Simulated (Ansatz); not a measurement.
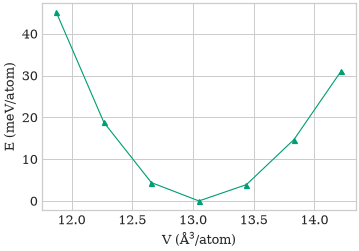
Figure. ZnCu in space group Fd-3m (No. 227; Cu on 8b, Zn on 8a) under volume change, DFT-PBE in the program Ansatz with PAW potentials, scaled uniformly.

Problem. What does a third-order Birch–Murnaghan fit give for V₀, B₀ and B′?

Solution. V₀ = 13.05 Å³/atom, B₀ = 113 GPa, B′ = 5.1.

The start of the workflow was typed in or built on a structure type; neither database checked (COD, Materials Project) lists it. It is not the phase usual at ambient conditions (space group No. 221). Symmetry was held in the PBE relaxation; its stability against distortions is not shown here. The run is not spin-polarised.

Potentials: the earlier of the program's two PAW sets.
